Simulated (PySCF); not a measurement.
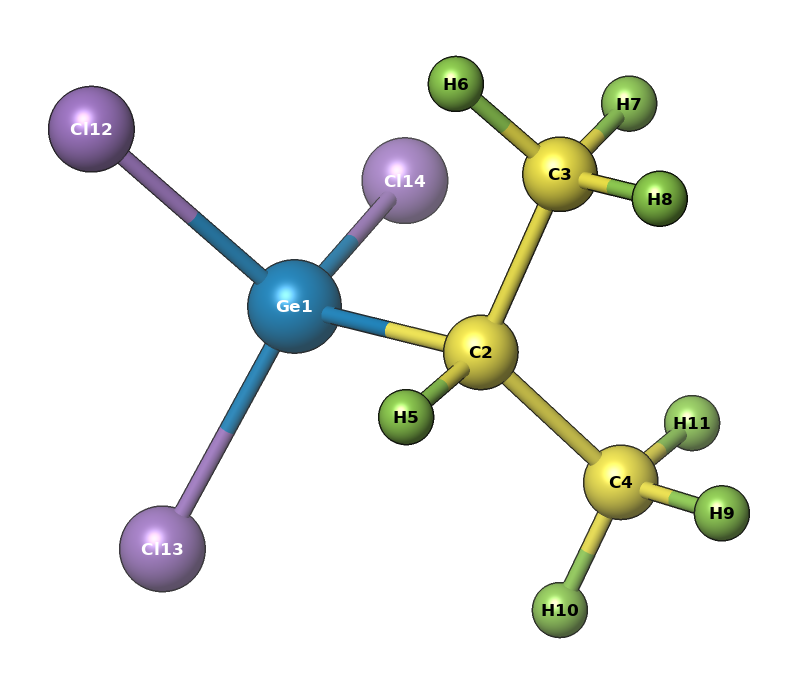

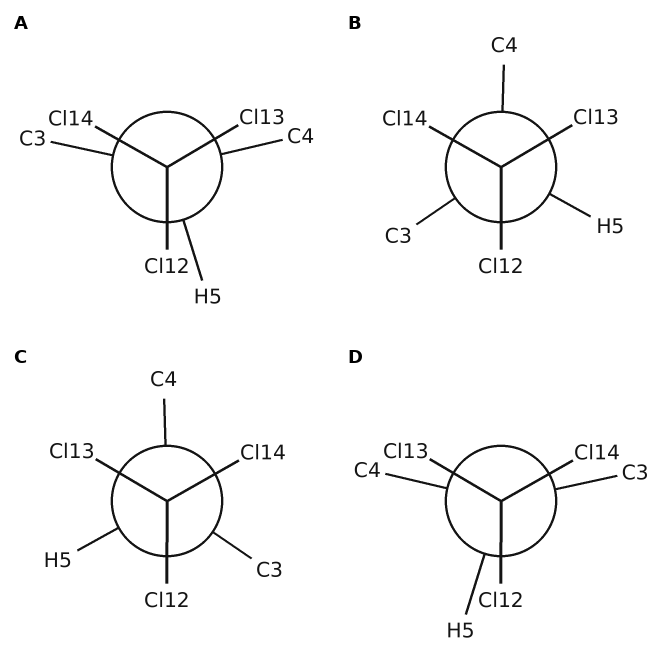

Atoms fade into the background with distance from the viewer. Bonds that would overlap in a projection are set slightly apart. The geometry was computed by an optimisation with PBE0-D3(BJ)/def2-SVP. No frequency run is at hand to confirm it as a minimum.

Which Newman projection shows the view along Ge1–C2, with Ge1 in front?

Answer. C. The torsion angle Cl12–Ge1–C2–C3 is −56°, synclinal (gauche).
